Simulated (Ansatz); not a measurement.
# Response to strain in SnTe

Start from SnTe in the rock salt structure (space group Fm-3m, No. 225; a = 6.371 Å).

Strains are applied to the cell and any free atomic positions relax.

The values are results of r2SCAN (Ansatz, an electronic-structure program), scalar-relativistic without spin-orbit coupling, earlier PAW set, not measurements.

Notes on the quantities. energy relative to the base: free energy F.

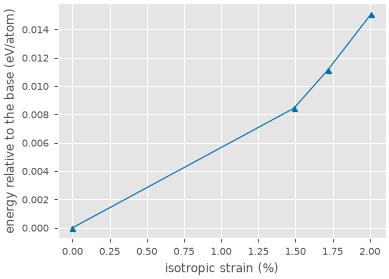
Figure: Energy relative to the base against isotropic strain

Question: From the plot, what is the energy relative to the base for isotropic strain +1.72 %?

Answer: About 0.011 eV/atom.

Question: Is the trend monotonic over the range shown?

Answer: Yes, it rises throughout, spanning 0 meV/atom to +15 meV/atom.

No phonon test of stability was made.
